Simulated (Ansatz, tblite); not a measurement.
# The cluster Cu6P−: one state, many levels

Aim: run the singlet of the cluster Cu6P− at one geometry on many levels, and compare frontier levels, spin and run time.

Program: Ansatz 0.2.0, Gaussian basis. Level of theory: as each input shows. These are calculated values, not measurements.

Plan: GFN1-xTB, GFN2-xTB, PBE-D4/def2-TZVPD, r2SCAN-D4/def2-TZVPD, LC-ωPBE/def2-TZVPD, B3LYP-D4/def2-TZVPD, LDA/def2-TZVPD, PBE-D4/def2-SVPD, PBE0-D4/def2-SVPD, HF/STO-3G, HF/6-31G, B3LYP-D4/6-31G, MP2/def2-SVPD, RPA/def2-SVPD.

3 further runs of the same task are left out: 3 set aside as unsound or not needed.

## 1. The relaxed structure

The geometry is that of the singlet, from an earlier relaxation (PBE0-D4/def2-SVPD). At that level it is the lowest of the isomers that a small search found.

7 atoms, charge -1, spin multiplicity 1.

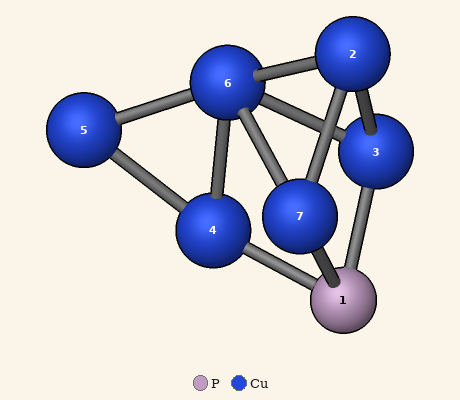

The structure; phosphorus pink, copper blue; atoms are numbered from 1 in the order of the file.

No spin-orbit coupling is included. The ion is computed in the gas phase, without counter-ions or solvent.

PBE0-D4/def2-TZVPD was run before; its log isn't repeated, and its numbers join the tables.

## 2. GFN1-xTB

Tight binding, by tblite at 300 K electronic temperature and without a spin-polarisation term:

```python
tblite.interface.Calculator('GFN1-xTB', numbers, positions, charge=-1, uhf=0).singlepoint()
```

Energy -817.7458 eV, HOMO -6.20 eV, LUMO -5.26 eV; 0.03 s.

## 3. GFN2-xTB

Tight binding, by tblite at 300 K electronic temperature and without a spin-polarisation term:

```python
tblite.interface.Calculator('GFN2-xTB', numbers, positions, charge=-1, uhf=0).singlepoint()
```

Energy -709.8175 eV, HOMO -3.87 eV, LUMO -1.77 eV; 0.026 s.

## 4. PBE-D4/def2-TZVPD

start.molden holds the orbitals of an earlier run on this state, given as this run's starting guess.

Contents of in.yaml:

```yaml
crystal:
  periodic: [false, false, false]
  atoms:
    - {symbol: P, position_ang: [-1.715017, 1.542980, -0.167871]}
    - {symbol: Cu, position_ang: [1.934925, 0.187265, -1.592037]}
    - {symbol: Cu, position_ang: [0.535110, 1.588769, -0.038989]}
    - {symbol: Cu, position_ang: [-1.139697, -0.207307, 1.079254]}
    - {symbol: Cu, position_ang: [-0.101545, -2.294548, 1.780818]}
    - {symbol: Cu, position_ang: [1.071875, -0.823187, 0.355698]}
    - {symbol: Cu, position_ang: [-0.585651, 0.006027, -1.416863]}
basis:
  gaussian: {orbitals: def2-TZVPD, initial_orbitals: start.molden}
total_charge: -1
hamiltonian: {xc: pbe, dispersion: d4}
scf: {omitted_lower_state_checks: [starts]}
output: {orbitals: {seedname: orbitals}}
```

Run with:

```bash
ansatz run in.yaml --threads 4 --pin off --events-out ev --progress --plain --max-ram 8704MiB
```

Standard output:

```text
Functional definition: PBE
  name "PBE"
  cite "Perdew, Burke & Ernzerhof, Phys. Rev. Lett. 77, 3865 (1996) doi:10.1103/PhysRevLett.77.3865"
  parent pbe
  parameter kappa = 0.804
  parameter beta = 0.06672455060314922
  exchange = pbe_x(kappa = kappa, mu = beta*pi^2/3)
  correlation = pbe_c(beta = beta)
these checks for a lower state are left out or cut short: starts
3089 factors; their error is unknown
mean field evaluation 1: about -277098.1095 eV, gradient 1.9e1 eV
mean field evaluation 2: about -277098.8118 eV, gradient 1.2e0 eV
mean field evaluation 4: about -277098.7311 eV, gradient 7.6e-2 eV
mean field -277098.73107375 eV, -10183.1905426946 hartree, gradient 3.5e-5 eV, S^2 0.000000; 0 other end points of the search recorded, 0 dependent functions left out
reference -277098.73111478 eV, -10183.1905442023 hartree; 95, 95 occupied and 236, 236 virtual orbitals, 3089 factors
Total energy: -277099.30014801 eV, -10183.2114557876 hartree
Checks for a lower state left out: starts
```

Run time: 13 s. Hardware: 4 threads of Intel Xeon Platinum 8259CL at 2.50GHz, shared host; peak memory 1.1 GiB.

HOMO -0.54 eV, LUMO 0.58 eV.

## 5. r2SCAN-D4/def2-TZVPD

Edit in.yaml of step 4 so:

```diff
@@ -13,3 +13,3 @@
 total_charge: -1
-hamiltonian: {xc: pbe, dispersion: d4}
+hamiltonian: {xc: r2scan, dispersion: d4}
 scf: {omitted_lower_state_checks: [starts]}
```

Same command.

Standard output:

```text
Functional definition: r2SCAN
  name "r2SCAN"
  cite "Furness, Kaplan, Ning, Perdew & Sun, J. Phys. Chem. Lett. 11, 8208 (2020) doi:10.1021/acs.jpclett.0c02405"
  cite "Furness, Kaplan, Ning, Perdew & Sun, J. Phys. Chem. Lett. 11, 9248 (2020) doi:10.1021/acs.jpclett.0c03077"
  parent r2scan
  parameter k0 = 0.174
  parameter k1 = 0.065
  parameter a1 = 4.9479
  exchange = r2scan_x(k0 = k0, k1 = k1, a1 = a1)
  correlation = r2scan_c
these checks for a lower state are left out or cut short: starts
3089 factors; their error is unknown
mean field evaluation 1: about -277138.9518 eV, gradient 1.3e1 eV
mean field evaluation 2: about -277139.3266 eV, gradient 9.6e-1 eV
mean field evaluation 4: about -277139.2525 eV, gradient 1.1e-1 eV
mean field evaluation 8: about -277139.2525 eV, gradient 1.5e-5 eV
mean field -277139.25246594 eV, -10184.6796763911 hartree, gradient 1.5e-5 eV, S^2 0.000000; 0 other end points of the search recorded, 0 dependent functions left out
reference -277139.25247983 eV, -10184.6796769016 hartree; 95, 95 occupied and 236, 236 virtual orbitals, 3089 factors
Total energy: -277139.36381905 eV, -10184.6837685425 hartree
Checks for a lower state left out: starts
```

Run time: 44 s. Hardware: 4 threads of Intel Xeon Platinum 8259CL at 2.50GHz, shared host; peak memory 1.2 GiB.

HOMO -0.58 eV, LUMO 0.69 eV.

## 6. LC-ωPBE/def2-TZVPD

Edit in.yaml of step 5 so:

```diff
@@ -13,4 +13,4 @@
 total_charge: -1
-hamiltonian: {xc: r2scan, dispersion: d4}
+hamiltonian: {xc: {name: LC-wPBE}}
 scf: {omitted_lower_state_checks: [starts]}
-output: {orbitals: {seedname: orbitals}}
+output: {forces: true, orbitals: {seedname: orbitals}}
```

The command is unchanged.

Standard output, cut to the lines that bear on the results:

```text
Functional definition: LC-wPBE
  name "LC-wPBE"
  cite "Vydrov & Scuseria, J. Chem. Phys. 125, 234109 (2006) doi:10.1063/1.2409292"
  cite "Heyd & Scuseria, J. Chem. Phys. 120, 7274 (2004) doi:10.1063/1.1668634"
  cite "Ernzerhof & Perdew, J. Chem. Phys. 109, 3313 (1998) doi:10.1063/1.476928"
  cite "Perdew, Burke & Ernzerhof, Phys. Rev. Lett. 77, 3865 (1996) doi:10.1103/PhysRevLett.77.3865"
  parent pbe
[...]
3089 factors; their error is unknown
771 factors; integrals over basis functions are off by at most 3.9e-5 eV
[...]
mean field -277102.10491157 eV, -10183.3145289474 hartree, gradient 1.5e-5 eV, S^2 0.000000; 0 other end points of the search recorded, 0 dependent functions left out
[...]
reference -277102.10491157 eV, -10183.3145289476 hartree; 95, 95 occupied and 236, 236 virtual orbitals, 3089 factors
Total energy: -277102.10491157 eV, -10183.3145289476 hartree
Atom 0 at    -1.715017     1.542980    -0.167871 Å, force     0.548948    -0.440259     0.065886 eV/Å
Atom 1 at     1.934925     0.187265    -1.592037 Å, force     0.157308     0.076448    -0.089801 eV/Å
Atom 2 at     0.535110     1.588769    -0.038989 Å, force    -0.372402    -0.031537    -0.083625 eV/Å
Atom 3 at    -1.139697    -0.207307     1.079254 Å, force    -0.096256     0.266480    -0.195230 eV/Å
Atom 4 at    -0.101545    -2.294548     1.780818 Å, force    -0.017435    -0.108623     0.162315 eV/Å
Atom 5 at     1.071875    -0.823187     0.355698 Å, force    -0.081946    -0.025905    -0.053441 eV/Å
Atom 6 at    -0.585651     0.006027    -1.416863 Å, force    -0.138217     0.263396     0.193897 eV/Å
Dipole moment:     0.926767    -0.783933    -0.068100 e Å
Checks for a lower state left out: starts
```

Wall time 36 s (4 threads of Intel Xeon Platinum 8259CL at 2.50GHz, shared host); peak memory 1.7 GiB.

Report: HOMO -2.94 eV, LUMO 2.87 eV.

## 7. B3LYP-D4/def2-TZVPD

Edit in.yaml of step 6 so:

```diff
@@ -13,4 +13,4 @@
 total_charge: -1
-hamiltonian: {xc: {name: LC-wPBE}}
+hamiltonian: {xc: {name: B3LYP}, dispersion: d4}
 scf: {omitted_lower_state_checks: [starts]}
-output: {forces: true, orbitals: {seedname: orbitals}}
+output: {orbitals: {seedname: orbitals}}
```

The command is unchanged.

Standard output, cut to the lines that bear on the results:

```text
Functional definition: B3LYP
  name "B3LYP"
  cite "Stephens, Devlin, Chabalowski & Frisch, J. Phys. Chem. 98, 11623 (1994) doi:10.1021/j100096a001"
  cite "Becke, Phys. Rev. A 38, 3098 (1988) doi:10.1103/PhysRevA.38.3098"
  cite "Lee, Yang & Parr, Phys. Rev. B 37, 785 (1988) doi:10.1103/PhysRevB.37.785"
  cite "Vosko, Wilk & Nusair, Can. J. Phys. 58, 1200 (1980) doi:10.1139/p80-159"
[...]
3123 factors; integrals over basis functions are off by at most 7.9e-4 eV
[...]
mean field -277149.16082576 eV, -10185.0438018981 hartree, gradient 2.1e-5 eV, S^2 0.000000; 0 other end points of the search recorded, 0 dependent functions left out
reference -277149.16105275 eV, -10185.0438102401 hartree; 95, 95 occupied and 236, 236 virtual orbitals, 3123 factors
Total energy: -277150.11657404 eV, -10185.0789249998 hartree
Checks for a lower state left out: starts
```

Wall time 37 s (4 threads of Intel Xeon Platinum 8259CL at 2.50GHz, shared host); peak memory 2.2 GiB.

Report: HOMO -1.07 eV, LUMO 1.09 eV.

## 8. LDA/def2-TZVPD

Edit in.yaml of step 7 so:

```diff
@@ -13,3 +13,3 @@
 total_charge: -1
-hamiltonian: {xc: {name: B3LYP}, dispersion: d4}
+hamiltonian: {xc: lda}
 scf: {omitted_lower_state_checks: [starts]}
```

The command is unchanged.

Standard output:

```text
Functional definition: SPW92
  name "SPW92"
  cite "Dirac, Proc. Camb. Phil. Soc. 26, 376 (1930) doi:10.1017/S0305004100016108"
  cite "Slater, Phys. Rev. 81, 385 (1951) doi:10.1103/PhysRev.81.385"
  cite "Perdew & Wang, Phys. Rev. B 45, 13244 (1992) doi:10.1103/PhysRevB.45.13244"
  exchange = slater_x
  correlation = pw_c
these checks for a lower state are left out or cut short: starts
3089 factors; their error is unknown
mean field evaluation 1: about -276658.5750 eV, gradient 4.4e1 eV
mean field evaluation 2: about -276659.5313 eV, gradient 1.5e0 eV
mean field evaluation 4: about -276659.4764 eV, gradient 1.1e-1 eV
mean field -276659.47641714 eV, -10167.0482318014 hartree, gradient 8.8e-5 eV, S^2 0.000000; 0 other end points of the search recorded, 0 dependent functions left out
reference -276659.47645752 eV, -10167.0482332854 hartree; 95, 95 occupied and 236, 236 virtual orbitals, 3089 factors
Total energy: -276659.47645752 eV, -10167.0482332854 hartree
Checks for a lower state left out: starts
```

Wall time 9.5 s (4 threads of Intel Xeon Platinum 8259CL at 2.50GHz, shared host); peak memory 1.1 GiB.

HOMO -0.76 eV, LUMO 0.37 eV.

## 9. PBE-D4/def2-SVPD

Edit in.yaml of step 8 so:

```diff
@@ -11,5 +11,5 @@
 basis:
-  gaussian: {orbitals: def2-TZVPD, initial_orbitals: start.molden}
+  gaussian: {orbitals: def2-SVPD, initial_orbitals: start.molden}
 total_charge: -1
-hamiltonian: {xc: lda}
+hamiltonian: {xc: pbe, dispersion: d4}
 scf: {omitted_lower_state_checks: [starts]}
```

Same command.

Standard output:

```text
Functional definition: PBE
  name "PBE"
  cite "Perdew, Burke & Ernzerhof, Phys. Rev. Lett. 77, 3865 (1996) doi:10.1103/PhysRevLett.77.3865"
  parent pbe
  parameter kappa = 0.804
  parameter beta = 0.06672455060314922
  exchange = pbe_x(kappa = kappa, mu = beta*pi^2/3)
  correlation = pbe_c(beta = beta)
these checks for a lower state are left out or cut short: starts
2633 factors; their error is unknown
mean field evaluation 1: about -277055.1306 eV, gradient 1.5e1 eV
mean field evaluation 2: about -277055.8709 eV, gradient 1.2e0 eV
mean field evaluation 4: about -277055.7751 eV, gradient 1.8e-1 eV
mean field evaluation 8: about -277055.7752 eV, gradient 1.8e-5 eV
mean field -277055.77516237 eV, -10181.6119420676 hartree, gradient 1.8e-5 eV, S^2 0.000000; 0 other end points of the search recorded, 0 dependent functions left out
reference -277055.77520647 eV, -10181.6119436883 hartree; 95, 95 occupied and 133, 133 virtual orbitals, 2633 factors
Total energy: -277056.34423969 eV, -10181.6328552736 hartree
Checks for a lower state left out: starts
```

Run time: 9 s. Hardware: 4 threads of Intel Xeon Platinum 8259CL at 2.50GHz, shared host; peak memory 0.58 GiB.

Report: HOMO -0.42 eV, LUMO 0.69 eV.

## 10. PBE0-D4/def2-SVPD

Edit in.yaml of step 9 so:

```diff
@@ -13,3 +13,3 @@
 total_charge: -1
-hamiltonian: {xc: pbe, dispersion: d4}
+hamiltonian: {xc: pbe0, dispersion: d4}
 scf: {omitted_lower_state_checks: [starts]}
```

The command is unchanged.

Standard output:

```text
Functional definition: PBE0
  name "PBE0"
  cite "Adamo & Barone, J. Chem. Phys. 110, 6158 (1999) doi:10.1063/1.478522"
  cite "Perdew, Burke & Ernzerhof, Phys. Rev. Lett. 77, 3865 (1996) doi:10.1103/PhysRevLett.77.3865"
  parent pbe
  parameter a = 0.25
  parameter kappa = 0.804
  parameter beta = 0.06672455060314922
  exchange = (1 - a)*pbe_x(kappa = kappa, mu = beta*pi^2/3) + a*exact_x
  correlation = pbe_c(beta = beta)
these checks for a lower state are left out or cut short: starts
2393 factors; integrals over basis functions are off by at most 8.7e-4 eV
mean field evaluation 1: about -277054.6693 eV, gradient 2.1e1 eV
mean field evaluation 2: about -277055.2836 eV, gradient 6.9e-1 eV
mean field evaluation 4: about -277055.6130 eV, gradient 4.7e-3 eV
mean field -277055.61298479 eV, -10181.6059821518 hartree, gradient 2.3e-5 eV, S^2 0.000000; 0 other end points of the search recorded, 0 dependent functions left out
reference -277055.61301808 eV, -10181.6059833750 hartree; 95, 95 occupied and 133, 133 virtual orbitals, 2393 factors
Total energy: -277056.10427602 eV, -10181.6240367712 hartree
Checks for a lower state left out: starts
```

Run time: 19 s. Hardware: 4 threads of Intel Xeon Platinum 8259CL at 2.50GHz, shared host; peak memory 1.1 GiB.

HOMO -1.01 eV, LUMO 1.39 eV.

## 11. HF/STO-3G

Edit in.yaml of step 10 so:

```diff
@@ -11,5 +11,5 @@
 basis:
-  gaussian: {orbitals: def2-SVPD, initial_orbitals: start.molden}
+  gaussian: {orbitals: STO-3G}
 total_charge: -1
-hamiltonian: {xc: pbe0, dispersion: d4}
+hamiltonian: {xc: hf}
 scf: {omitted_lower_state_checks: [starts]}
```

The command is unchanged.

Standard output:

```text
Functional definition: HF
  name "HF"
  cite "Fock, Z. Phys. 61, 126 (1930) doi:10.1007/BF01340294"
  parent pbe
  exchange = exact_x
  correlation = 0
these checks for a lower state are left out or cut short: starts
1027 factors; integrals over basis functions are off by at most 4.9e-4 eV
mean field evaluation 1: about -272236.6315 eV, gradient 7.5e2 eV
mean field evaluation 2: about -272251.2149 eV, gradient 7.5e2 eV
mean field evaluation 4: about -270869.0696 eV, gradient 4.9e2 eV
mean field evaluation 8: about -272501.5366 eV, gradient 6.6e2 eV
mean field evaluation 16: about -273722.5299 eV, gradient 3.5e0 eV
mean field evaluation 32: about -273725.2548 eV, gradient 4.9e-3 eV
mean field -273725.25475158 eV, -10059.2175744792 hartree, gradient 8.9e-6 eV, S^2 0.000000; 0 other end points of the search recorded, 0 dependent functions left out
reference -273725.25475158 eV, -10059.2175744792 hartree; 95, 95 occupied and 22, 22 virtual orbitals, 1027 factors
Total energy: -273725.25475158 eV, -10059.2175744792 hartree
Checks for a lower state left out: starts
```

It took 41 s on 4 threads of Intel Xeon Platinum 8259CL at 2.50GHz, shared host; peak memory 0.71 GiB.

From the report: HOMO -0.52 eV, LUMO 4.14 eV.

## 12. HF/6-31G

Edit in.yaml of step 11 so:

```diff
@@ -11,3 +11,3 @@
 basis:
-  gaussian: {orbitals: STO-3G}
+  gaussian: {orbitals: 6-31G}
 total_charge: -1
```

Same command.

Standard output:

```text
Functional definition: HF
  name "HF"
  cite "Fock, Z. Phys. 61, 126 (1930) doi:10.1007/BF01340294"
  parent pbe
  exchange = exact_x
  correlation = 0
these checks for a lower state are left out or cut short: starts
1838 factors; integrals over basis functions are off by at most 4.1e-4 eV
mean field evaluation 1: about -276798.2642 eV, gradient 8.2e1 eV
mean field evaluation 2: about -276798.9778 eV, gradient 8.3e1 eV
mean field evaluation 4: about -276808.0932 eV, gradient 6.6e0 eV
mean field evaluation 8: about -276808.3333 eV, gradient 8.4e-1 eV
mean field evaluation 16: about -276808.3379 eV, gradient 2.5e-5 eV
mean field -276808.33785195 eV, -10172.5187886288 hartree, gradient 2.5e-5 eV, S^2 0.000000; 0 other end points of the search recorded, 0 dependent functions left out
reference -276808.33785195 eV, -10172.5187886288 hartree; 95, 95 occupied and 92, 92 virtual orbitals, 1838 factors
Total energy: -276808.33785195 eV, -10172.5187886288 hartree
Checks for a lower state left out: starts
```

Wall time 11 s (4 threads of Intel Xeon Platinum 8259CL at 2.50GHz, shared host); peak memory 0.9 GiB.

Report: HOMO -2.02 eV, LUMO 3.59 eV.

## 13. B3LYP-D4/6-31G

Edit in.yaml of step 12 so:

```diff
@@ -13,3 +13,3 @@
 total_charge: -1
-hamiltonian: {xc: hf}
+hamiltonian: {xc: {name: B3LYP}, dispersion: d4}
 scf: {omitted_lower_state_checks: [starts]}
```

The command is unchanged.

Standard output, cut to the lines that bear on the results:

```text
Functional definition: B3LYP
  name "B3LYP"
  cite "Stephens, Devlin, Chabalowski & Frisch, J. Phys. Chem. 98, 11623 (1994) doi:10.1021/j100096a001"
  cite "Becke, Phys. Rev. A 38, 3098 (1988) doi:10.1103/PhysRevA.38.3098"
  cite "Lee, Yang & Parr, Phys. Rev. B 37, 785 (1988) doi:10.1103/PhysRevB.37.785"
  cite "Vosko, Wilk & Nusair, Can. J. Phys. 58, 1200 (1980) doi:10.1139/p80-159"
[...]
1838 factors; integrals over basis functions are off by at most 4.1e-4 eV
[...]
a density is far from that of the atoms, so the factors are made again for it
1954 factors; integrals over basis functions are off by at most 1.0e-4 eV
[...]
mean field -277095.44628078 eV, -10183.0698287793 hartree, gradient 1.8e-5 eV, S^2 0.000000; 0 other end points of the search recorded, 0 dependent functions left out
reference -277095.44650440 eV, -10183.0698369971 hartree; 95, 95 occupied and 92, 92 virtual orbitals, 1954 factors
Total energy: -277096.40202569 eV, -10183.1049517568 hartree
Checks for a lower state left out: starts
```

It took 26 s on 4 threads of Intel Xeon Platinum 8259CL at 2.50GHz, shared host; peak memory 0.97 GiB.

Report: HOMO -0.92 eV, LUMO 1.09 eV.

## 14. MP2/def2-SVPD

Edit in.yaml of step 13 so:

```diff
@@ -11,5 +11,5 @@
 basis:
-  gaussian: {orbitals: 6-31G}
+  gaussian: {orbitals: def2-SVPD, initial_orbitals: start.molden}
 total_charge: -1
-hamiltonian: {xc: {name: B3LYP}, dispersion: d4}
+correlation: {method: mp2, frozen_orbitals: {Cu: 9, P: 5}}
 scf: {omitted_lower_state_checks: [starts]}
```

Launched as before.

Standard output, cut to the lines that bear on the results:

```text
Functional definition: HF
  name "HF"
  cite "Fock, Z. Phys. 61, 126 (1930) doi:10.1007/BF01340294"
  parent pbe
[...]
2393 factors; integrals over basis functions are off by at most 8.7e-4 eV
[...]
mean field -276819.29323652 eV, -10172.9213915859 hartree, gradient 2.2e-6 eV, S^2 0.000000; 0 other end points of the search recorded, 0 dependent functions left out; unrestricted orbitals would lower it
[...]
59 core orbitals not correlated: weight in the atoms' cores, before any rotation towards them, 1.000 or more for the frozen orbitals, at most 0.000 for the correlated occupied ones
reference -276819.29323652 eV, -10172.9213915859 hartree; 36, 36 occupied and 133, 133 virtual orbitals, 2393 factors
second order -59.23503615 eV of doubles, -0.00000000 eV of singles
Total energy: -276878.52827267 eV, -10175.0982390136 hartree
Checks for a lower state left out: starts
```

It took 29 s on 4 threads of Intel Xeon Platinum 8259CL at 2.50GHz, shared host; peak memory 1.3 GiB.

From the report: Hartree-Fock HOMO -2.11 eV, LUMO 3.52 eV. Doubts: restricted state is unstable towards broken spin symmetry.

## 15. RPA/def2-SVPD

Edit in.yaml of step 14 so:

```diff
@@ -13,4 +13,4 @@
 total_charge: -1
-correlation: {method: mp2, frozen_orbitals: {Cu: 9, P: 5}}
+hamiltonian: {xc: pbe}
+correlation: {method: rpa, frozen_orbitals: {Cu: 9, P: 5}}
 scf: {omitted_lower_state_checks: [starts]}
-output: {orbitals: {seedname: orbitals}}
```

Launched as before.

Standard output, cut to the lines that bear on the results:

```text
Functional definition: PBE
  name "PBE"
  cite "Perdew, Burke & Ernzerhof, Phys. Rev. Lett. 77, 3865 (1996) doi:10.1103/PhysRevLett.77.3865"
  parent pbe
[...]
2393 factors; integrals over basis functions are off by at most 8.7e-4 eV
[...]
mean field -277055.77514815 eV, -10181.6119415452 hartree, gradient 3.5e-6 eV, S^2 0.000000; 0 other end points of the search recorded, 0 dependent functions left out
59 core orbitals not correlated: weight in the atoms' cores, before any rotation towards them, 1.000 or more for the frozen orbitals, at most 0.000 for the correlated occupied ones
reference -276812.29950883 eV, -10172.6643768338 hartree; 36, 36 occupied and 133, 133 virtual orbitals, 2393 factors
Total energy: -276888.30957379 eV, -10175.4576951998 hartree
Checks for a lower state left out: starts
```

Run time: 25 s. Hardware: 4 threads of Intel Xeon Platinum 8259CL at 2.50GHz, shared host; peak memory 0.88 GiB.

## 16. Comparison

```
               level  functions  HOMO (eV)  LUMO (eV)  gap (eV)   time
           HF/STO-3G        117      -0.52       4.14      4.67   41 s
            HF/6-31G        187      -2.02       3.59      5.60   11 s
      LDA/def2-TZVPD        331      -0.76       0.37      1.13  9.5 s
    PBE-D4/def2-SVPD        228      -0.42       0.69      1.10    9 s
   PBE-D4/def2-TZVPD        331      -0.54       0.58      1.12   13 s
r2SCAN-D4/def2-TZVPD        331      -0.58       0.69      1.27   44 s
      B3LYP-D4/6-31G        187      -0.92       1.09      2.01   26 s
 B3LYP-D4/def2-TZVPD        331      -1.07       1.09      2.17   37 s
   PBE0-D4/def2-SVPD        228      -1.01       1.39      2.41   19 s
  PBE0-D4/def2-TZVPD        331      -1.14       1.30      2.44   36 s
  LC-ωPBE/def2-TZVPD        331      -2.94       2.87      5.81   36 s
```

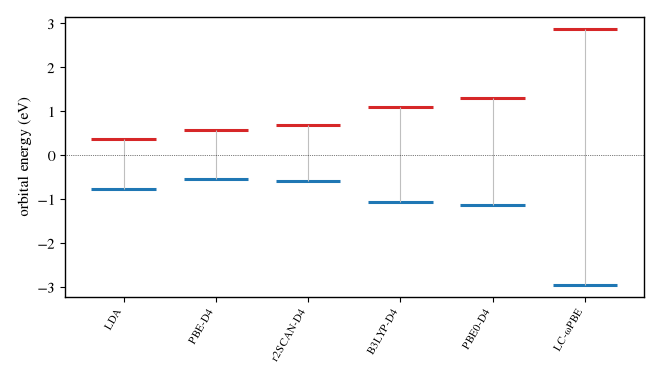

Highest filled (blue) and lowest empty (red) level in def2-TZVPD.

The pieces so far (eV):

```
    basis            HF  MP2 correlation               total
def2-SVPD  -276819.2932         -59.2350  -276878.5283 (MP2)
```

## 17. What came out

```
                                                  quantity                                value
gap in def2-TZVPD, named functionals, smallest and largest  1.12 eV (PBE-D4), 5.81 eV (LC-ωPBE)
                         correlation energy, MP2/def2-SVPD                            -59.24 eV
           PBE0 total energy, smallest basis above largest     41.64 eV (def2-SVPD, def2-TZVPD)
```

In words: Orbital gaps of the named functionals in def2-TZVPD span 1.12 eV (PBE-D4) to 5.81 eV (LC-ωPBE); exact exchange widens it.

The slowest run with a step of its own, r2SCAN-D4/def2-TZVPD, took 44 s; the quickest functional in def2-TZVPD took 9.5 s (shared host).
